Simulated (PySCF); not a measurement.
**MoS₂⁻: quartet, from a PBE0 minimum start**

The task is one start of a wider search on MoS₂⁻: the quartet, from a PBE0 minimum start. It is relaxed, tested by its Hessian and followed downhill if it is a saddle.

Computed with PySCF 2.14.0. Level: PBE0, basis Mo def2-SVPD with ECP28, S def2-SVPD, scalar-relativistic core potentials, no spin–orbit coupling, density fitting.

## (1) The system as given

3 atoms, charge -1, spin multiplicity 4.

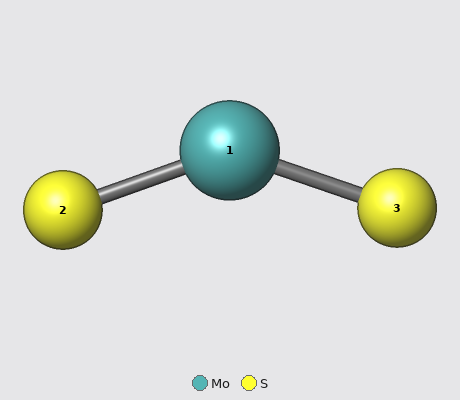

As it starts; molybdenum teal, sulfur yellow; atoms are numbered from 1 in the order of the file.

Z-matrix (Å, degrees; charge -1 multiplicity 4):
```
Mo
S  1 2.1884
S  1 2.1884 2 141.39
```

## (2) Finding the electronic state

The steps below are one call of a driver around PySCF. For each, scf.py gives the equivalent set-up of the SCF; relaxations use the driver's own optimiser. After this first run the driver tries any further starts and a stability analysis.

scf.py

```python
from pyscf import gto, scf, dft
mol = gto.M(atom='''
Mo     0.000000     0.283940     0.000000
S     -0.000000    -0.439478     2.065401
S     -0.000000    -0.439478    -2.065401''',
    basis={'Mo': 'def2-SVPD', 'S': 'def2-SVPD'},
    ecp={'Mo': 'def2-SVPD'},
    charge=-1, spin=3)
mf = dft.UKS(mol, xc='PBE0')
mf.grids.atom_grid = (50, 194)
aux = {'Mo': 'def2-universal-JKFIT', 'S': 'def2-universal-JKFIT'}
mf = mf.density_fit(auxbasis=aux)
mf.conv_tol = 1e-08
mf.diis_space = 10
mf.max_cycle = 60
mf.init_guess = 'minao'
mf.verbose = 4
mf.kernel()
```

Started as:

```
> OMP_NUM_THREADS=2 python axn.py task.json out
```

Standard output:

```text
init E= -856.472456476579
[... the frontier-level lines of each cycle are left out ...]
cycle= 1 E= -863.961606204409  delta_E= -7.49  |g|= 0.495  |ddm|= 2.48
cycle= 2 E= -863.266225957204  delta_E= 0.695  |g|= 1.13  |ddm|= 8.21
cycle= 3 E= -864.1172863786  delta_E= -0.851  |g|= 0.277  |ddm|= 7.69
cycle= 4 E= -864.156763683668  delta_E= -0.0395  |g|= 0.109  |ddm|= 0.387
cycle= 5 E= -864.164532646389  delta_E= -0.00777  |g|= 0.0215  |ddm|= 0.183
cycle= 6 E= -864.165057743225  delta_E= -0.000525  |g|= 0.00986  |ddm|= 0.0418
cycle= 7 E= -864.165412034933  delta_E= -0.000354  |g|= 0.00466  |ddm|= 0.0522
cycle= 8 E= -864.16550332465  delta_E= -9.13e-05  |g|= 0.00159  |ddm|= 0.029
cycle= 9 E= -864.165510686412  delta_E= -7.36e-06  |g|= 0.000251  |ddm|= 0.00909
cycle= 10 E= -864.165510812742  delta_E= -1.26e-07  |g|= 8.28e-05  |ddm|= 0.000987
cycle= 11 E= -864.165510828696  delta_E= -1.6e-08  |g|= 2.12e-05  |ddm|= 0.000342
cycle= 12 E= -864.165510830227  delta_E= -1.53e-09  |g|= 1.14e-05  |ddm|= 0.000109
Extra cycle  E= -864.165510829919  delta_E= 3.08e-10  |g|= 2.88e-05  |ddm|= 5e-05
converged SCF energy = -864.165510829919  <S^2> = 3.8403662  2S+1 = 4.0449308
```

This step, with its further starts and checks, needed 21 s of wall time on 2 threads of Arm Neoverse N1, shared host.

The starts that the driver tried:

```tsv
start	energy (Eh)
the minimal-basis guess	-864.165511
a thermally smeared density	-864.165511
a smeared PBE density	-864.165511
```

The test of internal stability and the other starts found no lower solution of this spin.

## (3) Relaxing the quartet from the PBE0 minimum start

The program finds C2v symmetry in the start, which this walk keeps. The walk stops when the largest gradient is under 0.0003 Eh/bohr and the energy has settled too.

scf.py, as its differences from that of step 2:

```diff
@@ -3,3 +3,3 @@
-Mo     0.000000     0.283940     0.000000
-S     -0.000000    -0.439478     2.065401
-S     -0.000000    -0.439478    -2.065401''',
+Mo     0.000000     0.285811     0.000000
+S      0.000000    -0.437607     2.065401
+S      0.000000    -0.437607    -2.065401''',
@@ -16 +15,0 @@
-mf.init_guess = 'minao'
```

Steps of the walk:

```tsv
step	energy (Eh)	change (kJ/mol)	largest symmetric gradient (Eh/bohr)
0	-864.165511	0.00	0.00011
```

The walk took 2.7 s.

After 0 steps and 0.0 kJ/mol it ends at C2v: Mo–S 2.188 Å (×2); S–Mo–S 141.4°.

## (4) Hessian and properties

The point is checked on the finer grid, and tightened if its gradient asks for it. The Hessian and the dipole derivatives come from central differences of analytic gradients, with steps of 0.02 bohr.

scf.py, as its differences from that of step 3:

```diff
@@ -10 +10 @@
-mf.grids.atom_grid = (50, 194)
+mf.grids.atom_grid = (75, 302)
@@ -13 +13 @@
-mf.conv_tol = 1e-08
+mf.conv_tol = 1e-10
```

The driver hands on the density of the step before, so the log starts near convergence.

SCF at the final geometry:

```text
init E= -864.165461155477
[... the frontier-level lines of each cycle are left out ...]
cycle= 1 E= -864.165461155475  delta_E= 1.82e-12  |g|= 3.09e-06  |ddm|= 4.78e-06
Extra cycle  E= -864.165461155427  delta_E= 4.75e-11  |g|= 9.16e-06  |ddm|= 1.37e-05
converged SCF energy = -864.165461155427  <S^2> = 3.8403597  2S+1 = 4.0449276
```

The whole step took 47 s.

Geometry: C2v; Mo–S 2.188 Å (×2); S–Mo–S 141.4°.

Modes, for the most abundant isotopes:

```csv
symmetry,ω (cm⁻¹),IR (km/mol)
a1,90,2.7
a1,462,12.4
b2,496,254
```

Every mode is real; the point is a minimum.

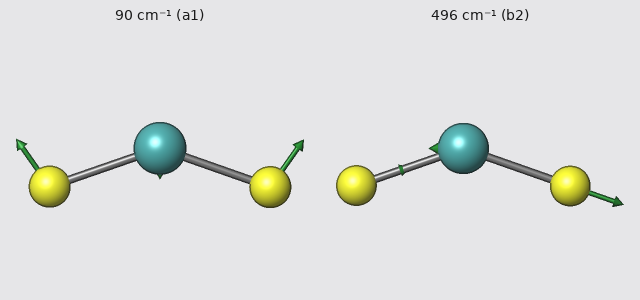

How the atoms move in 2 of the modes.

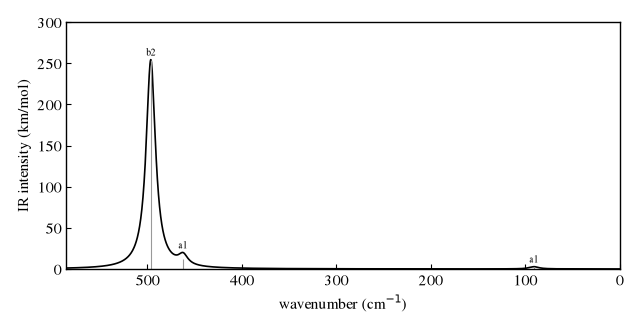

The harmonic infrared spectrum (widths in cm⁻¹). Lines are broadened to a width of 12 cm⁻¹ (Lorentzian).

Properties at this point:

```yaml
Dipole_moment_about_the_centre_of_mass: 1.95 D
Highest_occupied_level: -1.50 eV
Lowest_empty_level: 1.83 eV
Rotational_constants: 0.8328, 0.0618, 0.05753 cm⁻¹
Zero-point_energy: 6.3 kJ/mol
Principal_polarisabilities: 83.9, 97.0, 172.9 bohr³
Principal_traceless_quadrupole_moments_about_the_centre_of_mass: -22.16, 9.46, 12.70 D Å
Entropy_at_298.15_K_and_1_bar_electronic_part_spin_only: 307.3 J/(mol K)
Heat_capacity_Cp_at_298.15_K: 52.3 J/(mol K)
Enthalpy_at_298.15_K_above_0_K: 13.15 kJ/mol
Rotational_symmetry_number: 2
Spin_squared_⟨S²⟩: 3.840
```

Populations by atom (charges in e):

```tsv
atom	Mulliken	Löwdin	polar tensor	spin (Mulliken)	Mayer order to Mo1
Mo1	0.53	-0.32	0.83	3.62	–
S2,3	-0.76	-0.34	-0.91	-0.31	1.54
```

Mulliken populations on Mo1 (outside its core potential): s 2.71, p 6.24, d 4.51, f 0.02.

## (5) Outcome

| quantity | value |
| --- | --- |
| minimum | quartet, C2v |
| geometry | Mo–S 2.188 Å (×2); S–Mo–S 141.4° |
| wavenumbers (cm⁻¹) | 90 (a1), 462 (a1), 496 (b2) |
| dipole moment (centre of mass) | 1.95 D |
| highest occupied, lowest empty level (either spin) | -1.50, 1.83 eV |
| polar-tensor charge of Mo1 | +0.83 e |
| zero-point energy | 6.3 kJ/mol |
| entropy at 298.15 K | 307.3 J/(mol K) |
| ⟨S²⟩ | 3.840 |

What this shows: The molecule stays C2v, as typed, and the end point is a minimum. The strongest infrared band lies at 496 cm⁻¹ (b2, stretch). Most of the spin sits on Mo1 (Mulliken spin 3.62, against 3 for the whole molecule). Other starts or spin states, not run here, may lie lower. One determinant may miss the lowest occupation of an open d or f shell.

The search up to here took 71 s.
